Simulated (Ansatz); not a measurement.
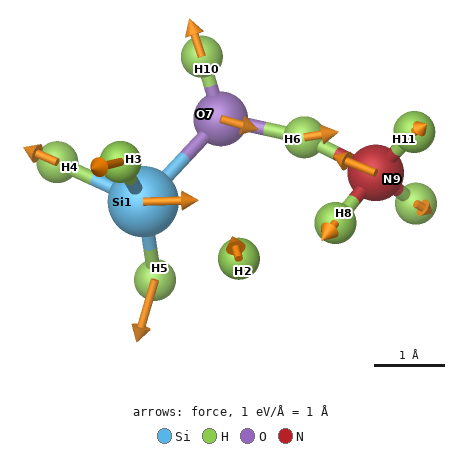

Starting geometry of SiNH$_{9}$O with the computed forces as orange arrows. The picture is a ball-and-stick view, seen at a tilt.

The reaction that was planned forms Si1–O7, H6–N9, H2–H8 and breaks Si1–H2, H6–O7, H8–N9 (atoms numbered from 1 in input order).

Computed with RKS PBE0-D4/def2-SVP in Ansatz. Settings: held fixed: the distance between atoms 1 (Si) and 7 (O), the distance between atoms 6 (H) and 9 (N), the distance between atoms 2 (H) and 8 (H), the distance between atoms 1 (Si) and 2 (H), the distance between atoms 6 (H) and 7 (O), the distance between atoms 8 (H) and 9 (N), counting from 1; force threshold 0.04 eV/Å; at most 150 steps.

**What follows when this structure is relaxed?**

It isn't relaxed: the largest force vector, on an H atom, is 0.96 eV/Å. The final displacements have little in common with the starting forces (cosine between the two patterns 0.17). The energy falls by 64.5 kJ/mol in 6 geometry steps. The largest force component goes from 0.69 to 0.031 eV/Å. The atom that moves furthest after the best rigid fit is an H atom (0.64 Å). By element the largest moves are H 0.64 Å, O 0.18 Å, N 0.15 Å, Si 0.07 Å. Some distances before and after: H–Si 1.512 → 1.551 Å, H–Si 1.469 → 1.502 Å, H–O 0.954 → 0.967 Å, H–N 1.011 → 1.019 Å. Bond angles that change, for instance: H–Si–H 152.9° → 114.1°, H–Si–O 100.2° → 123.0°, H–Si–O 104.3° → 121.4°.
